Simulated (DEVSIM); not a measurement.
Structure: Al/SiON/p-Si capacitor, at 300 K.

| layer (left to right) | material | thickness (nm) | Na (cm⁻³) |
|---|---|---|---|
| 1 | SiON | 21.0 | - |
| 2 | Si | 2200 | 7.1e16 |

Metal gate on the left, work function 4.1 eV. Fixed charge at the semiconductor interface 0 cm⁻² (in units of +e); interface traps 5.6e11 cm⁻² eV⁻¹, uniform in energy, neutral level at 0.5 of the gap above the valence band.

Constants are typed, rounded textbook-type inputs, not results; the design itself was drawn at random and stands for no fabricated device. Values at 300 K.

| parameter | SiON | Si |
|---|---|---|
| gap (eV) | 7 | 1.124 |
| affinity (eV) | 1.4 | 4.05 |
| permittivity | 5.5 | 11.7 |
| Nc (cm⁻³) | - | 2.86e19 |
| Nv (cm⁻³) | - | 3.1e19 |

Model (solved in DEVSIM): 1D Poisson equation in equilibrium, Boltzmann statistics, complete ionisation; no quantum confinement or tunnelling. Metal contacts follow the ideal Schottky-Mott rule: no Fermi-level pinning, no interface dipoles.

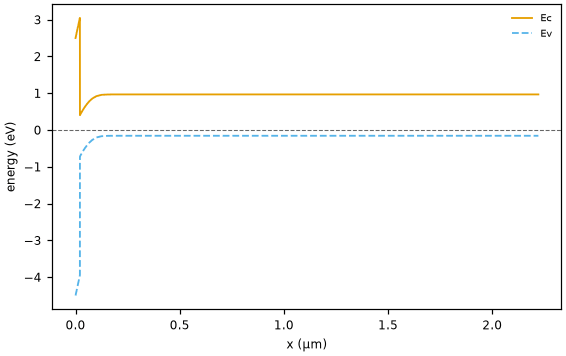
Figure. Band edges at 0.2 V on the gate

Energies count from the Fermi level of the right contact; mesh points crowd at the junctions.

```tsv
x (μm)	Ec (eV)	Ev (eV)	n (cm⁻³)	p (cm⁻³)	field (V/cm)
0.000	2.500	-4.500	< 1e2	< 1e2	260000
0.001386	2.536	-4.464	< 1e2	< 1e2	260000
0.004241	2.611	-4.389	< 1e2	< 1e2	260000
0.01012	2.765	-4.235	< 1e2	< 1e2	260000
0.01752	2.959	-4.041	< 1e2	< 1e2	260000
0.01998	3.023	-3.977	< 1e2	< 1e2	260000
0.02121	0.402	-0.722	5.0e12	2.3e7	110000
0.02390	0.431	-0.693	1.6e12	7.1e7	110000
0.02900	0.484	-0.640	2.2e11	5.4e8	100000
0.04050	0.591	-0.533	3.3e9	3.5e10	88000
0.06640	0.782	-0.342	2100000	5.5e13	59000
0.1575	0.965	-0.159	1700	6.7e16	980
0.3301	0.967	-0.157	1600	7.1e16	≈ 0
0.7191	0.967	-0.157	1600	7.1e16	≈ 0
1.624	0.967	-0.157	1600	7.1e16	≈ 0
1.957	0.967	-0.157	1600	7.1e16	≈ 0
2.108	0.967	-0.157	1600	7.1e16	≈ 0
2.172	0.967	-0.157	1600	7.1e16	≈ 0
2.205	0.967	-0.157	1600	7.1e16	≈ 0
2.215	0.967	-0.157	1600	7.1e16	≈ 0
2.219	0.967	-0.157	1600	7.1e16	≈ 0
2.221	0.967	-0.157	1600	7.1e16	≈ 0
```
